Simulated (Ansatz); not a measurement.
Consider AlClH4OSi (SMILES [OH][Al]([SiH3])[Cl]).

```xyz
8

O     0.3118    1.8468   -1.1564
Al   -0.1798    0.2511   -0.9137
Si    0.1388   -0.7600    1.2758
Cl   -1.0435   -0.7982   -2.5197
H     0.2282    2.3164   -1.9855
H    -0.5448    0.0460    2.3242
H    -0.4074   -2.1430    1.3103
H     1.5888   -0.8162    1.6090
```

Geometry: PBE0-D4/def2-TZVP.

Theory: RKS PBE0-D4/def2-TZVPP in Ansatz 0.2.0.

Question: What can the converged electron density and electron localisation function tell about the bonding?

Answer: Al–O (1.69 Å): the density is about 0.94 e/Å³ at the midpoint; the ELF peaks at about 0.85 in the valence shell of O, 0.6 Å from its nucleus, and is about 0.45 at the midpoint.
Al–Cl (2.10 Å): ρ is about 0.73 e/Å³ halfway; the ELF peaks at about 0.85 in the valence shell of Cl, 0.9 Å from its nucleus, and is about 0.80 at the midpoint.
Al–Si (2.43 Å): ρ at the midpoint is about 0.52 e/Å³; the ELF peaks at about 1 between the atoms; a shared electron pair.
O–H (0.96 Å): the density is about 3.8 e/Å³ at the midpoint; the ELF climbs to about 1 towards the hydrogen, as it does in any bond to H (an ordinary covalent bond to hydrogen).

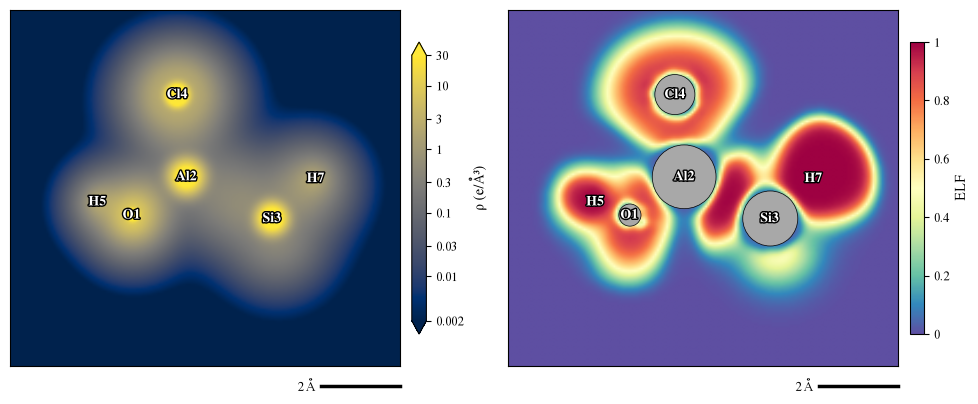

Computed electron density and electron localisation function on the plane of atoms Al2, O1 and H5, in this order. Grey discs cover the atomic cores in the ELF map. 
